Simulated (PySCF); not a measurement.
System: NH$_{4}$···HF (SMILES [NH4+].F) (charge +1).

The calculation's input:

```
{"job": {"kind": "inter", "xc": "wB97M-D3(BJ)", "basis": "def2-TZVPD", "pairs": false}, "charge": 1, "multiplicity": 1, "parts": [{"atoms": "0-4", "charge": 1, "multiplicity": 1}, {"atoms": "5-6", "charge": 0, "multiplicity": 1}]}
N      0.037633    -0.072507     0.042205
H     -0.710176    -0.709058    -0.239244
H     -0.016856     0.782035    -0.514927
H     -0.073509     0.161872     1.030785
H      0.957973    -0.525741    -0.098747
F      2.544524    -1.206370     0.024096
H      3.235063    -1.637856    -0.421784
```

Launched as:

```sh
OMP_NUM_THREADS=1 python cluster_run.py task.json out
```

Geometry: PBE0-D3(BJ)/def2-TZVPD.

Theory: wB97M-D3(BJ)/def2-TZVPD, SCF density, gas phase in PySCF.

### What can the converged electron density and electron localisation function tell about the bonding?

F6···H5 (1.73 Å): the density falls to about 0.22 e/Å³ on the way; the ELF dips to about 0.05 between them: by its geometry a hydrogen bond between the two molecules, with no shared pair.
F–H (0.93 Å): the density is about 4.7 e/Å³ at the midpoint; the ELF climbs to about 1 towards the hydrogen, as it does in any bond to H: a covalent bond by its length.
N–H (1.02 Å): ρ at the midpoint is about 3 e/Å³; the ELF climbs to about 1 towards the hydrogen: a covalent bond by its length.

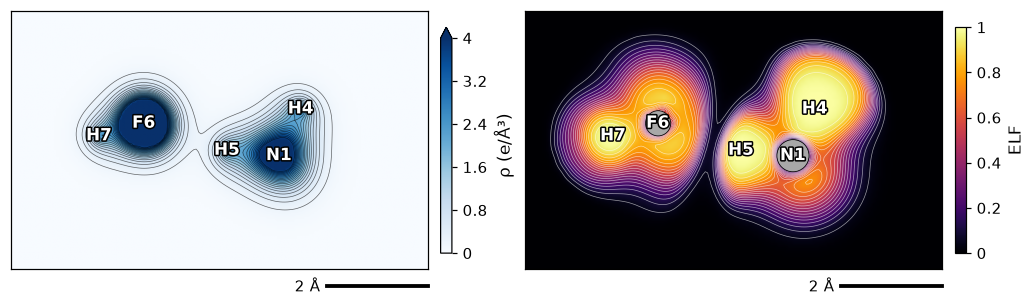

Computed electron density and electron localisation function on the plane of atoms H4, N1 and H5, in this order. Grey discs cover the atomic cores in the ELF map. 
